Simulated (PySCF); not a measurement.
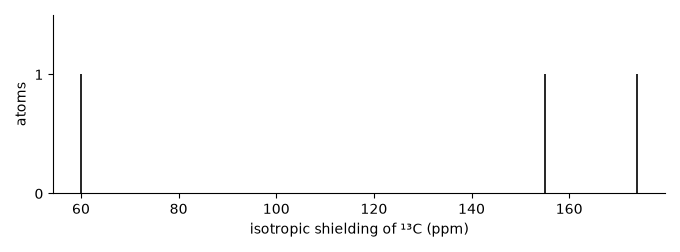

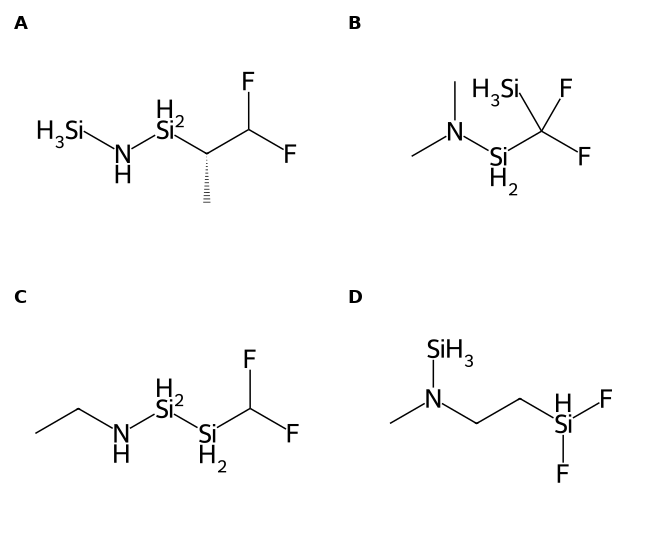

The sticks are computed shieldings of one of the molecules, for one fixed geometry (GFN2-xTB) without averaging over rotations. Low shielding means a high chemical shift. Method: GIAO PBE0/pcSseg-1 NMR shielding, non-relativistic, gas phase (PySCF 2.14.0).

Question: Match the spectrum to a structure.

Answer: A, `C[C@H]([SiH2]N[SiH3])C(F)F`. Its 3 C atoms give lines at 60.0, 155.0, 174.0 ppm.

The geometry is semi-empirical. Around Si such bond lengths and angles can be off by a tenth of an ångström or more and by several degrees, and values that hang on the shape move with them.
